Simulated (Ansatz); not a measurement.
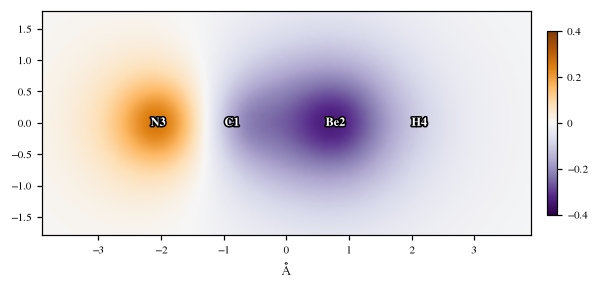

Figure 1: CHBeN (SMILES [BeH][C]#N). The LUMO on a plane 0.8 Å above a plane that holds the molecular axis (values in Å⁻³ᐟ²; the overall sign is arbitrary).

Geometry: BLYP-D3(BJ)/def2-SVP.

The calculation used Ansatz 0.2.0, isolated molecule in a Gaussian basis; Kohn-Sham density functional theory, functional PBE0.

The calculation's input:

```
crystal:
  periodic: [false, false, false]
  atoms:
    - {symbol: C, position_ang: [0.000000, 0.000000, -0.866490]}
    - {symbol: Be, position_ang: [0.000000, 0.000000, 0.793018]}
    - {symbol: N, position_ang: [0.000000, 0.000000, -2.042429]}
    - {symbol: H, position_ang: [0.000000, 0.000000, 2.115901]}
basis:
  gaussian:
    orbitals: def2-TZVPD
hamiltonian:
  xc: pbe0
output: {forces: true, orbitals: {seedname: orbitals}}
```

Run with:

```sh
ansatz run input.yaml --threads 1 --pin off --max-ram 2610MiB --events-out events.jsonl --progress --plain --runs-dir runs
```

### What is the character of this orbital?

It lies mainly on Be2 (about 55 %), C1 (about 20 %) and N3 (about 20 %). It is one of a degenerate set, so its orientation is arbitrary. Its energy is −2.03 eV.
